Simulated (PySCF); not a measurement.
# B12H14P12: the cost of one run

Programs: PySCF 2.14.0, with routines of our own; each step states its level. All values are computed. Atoms count from 0.

## (1) The starting structure

38 atoms, charge 0, multiplicity 1; geometry from: GFN2-xTB.

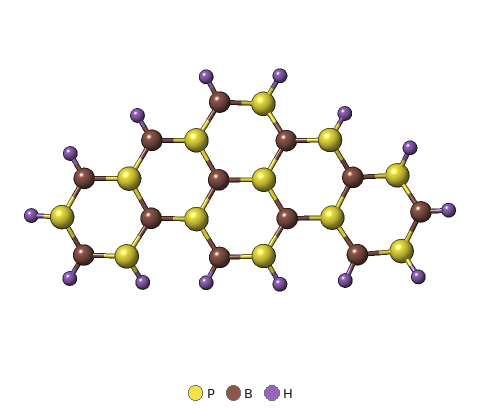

The starting geometry (phosphorus yellow, boron brown, hydrogen purple).

## (2) Electronic excitations: TDA B97-D/6-31G*

What the job is given:

```
{"job": {"kind": "uv", "basis": "6-31G*", "grid": 1, "kgrid": 1, "vcut": 0.3, "nstates": 16, "ntriplets": 2, "tda": true, "delta": [], "pop": false, "xc": "B97-D"}, "charge": 0, "multiplicity": 1}
P      2.682349     2.816419    -0.525589
B      1.180475     3.775842    -0.133193
P     -0.434006     2.913532    -0.036398
B     -0.469553     1.061132     0.048907
P      1.123369     0.126121     0.076158
B      2.722968     1.038798    -0.034889
P      5.911909    -2.472714    -0.416295
B      4.298838    -1.628564    -0.068646
P      2.744576    -2.619916    -0.175080
B      2.860865    -4.442227    -0.147094
P      4.492713    -5.226789    -0.423008
B      5.980299    -4.253921     0.008315
P     -2.065209     0.139855     0.144209
B     -2.043616    -1.689744     0.109935
P     -0.470863    -2.552540     0.397074
B      1.138289    -1.718719     0.096729
B     -2.000868     3.833772     0.113184
P     -3.597494     2.954553     0.300300
B     -3.643653     1.106837     0.173850
B     -5.166758     3.892873     0.160251
P     -6.748661     2.990555     0.261939
B     -6.770474     1.215007    -0.176468
P     -5.290522     0.270795     0.324446
P      4.266921     0.150074     0.498257
H      3.842725     3.455389    -0.141313
H      1.224970     4.944583    -0.076515
H      6.917725    -1.778556     0.227908
H      1.896490    -5.098513    -0.038728
H      4.538865    -6.487632     0.130384
H      6.985354    -4.770737     0.309053
H     -3.041438    -2.298543     0.027729
H     -0.478789    -3.878758     0.027234
H     -1.992917     5.006096     0.095175
H     -5.143360     5.061601     0.085295
H     -7.793247     3.689458    -0.305092
H     -7.745679     0.682659    -0.543655
H     -5.262358    -0.969700    -0.280238
H      5.343059     0.784411    -0.096150
```

With the program's defaults for keys left out, this is: TDA B97-D/6-31G*, vertical, gas phase, core orbitals frozen in the response, virtual orbitals cut by energy.

Command:

```
$ OMP_NUM_THREADS=2 python large_run.py task.json out
```

The driver reads the jobs from task.json and runs them one after another.

Q: Estimate the wall time and peak memory of this first job on 2 threads of Arm Neoverse N1, shared host.

About 57 s, with a peak of 0.91 GiB.
